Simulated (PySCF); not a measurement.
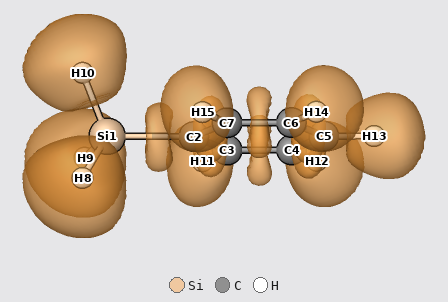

*C6H8Si (phenylsilane). Isosurface of the ELF at 0.8 (orange), seen from one side. Core shells and regions of very low density are left out.*

Geometry: PBE0-D3(BJ)/def2-TZVP.

Method: PBE0/pcSseg-2, SCF density, gas phase, non-relativistic in PySCF.

Input file:

```
{"job": {"kind": "nmr", "xc": "PBE0", "basis": "pcSseg-2"}, "charge": 0, "multiplicity": 1}
Si     2.316992    -0.065275     0.831673
C      0.561364    -0.018193     0.196769
C     -0.143681    -1.197030    -0.048402
C     -1.451737    -1.164360    -0.510238
C     -2.076858     0.051981    -0.736504
C     -1.390262     1.234927    -0.499603
C     -0.084521     1.197977    -0.037650
H      3.219204     0.722269    -0.051086
H      2.782098    -1.476573     0.875284
H      2.404987     0.514338     2.199503
H      0.334850    -2.155954     0.122627
H     -1.983104    -2.090958    -0.695464
H     -3.098342     0.079834    -1.098435
H     -1.874833     2.188380    -0.676693
H      0.438224     2.132950     0.140602
```

Launched as:

```sh
OMP_NUM_THREADS=1 python probes_run.py task.json out
```

### Identify the bonds, lone pairs and shells in this picture.

The surface consists of six regions between bonded C–C atoms (shared pairs), one region between bonded C–Si atoms (shared pairs) and eight regions around hydrogen nuclei.

Values along the shortest contacts:
C–C (1.39 Å): the ELF peaks at about 0.95 between the atoms; localised, covalent bonding. C–Si (1.87 Å): the ELF peaks at about 0.95 between the atoms (localised, covalent bonding).
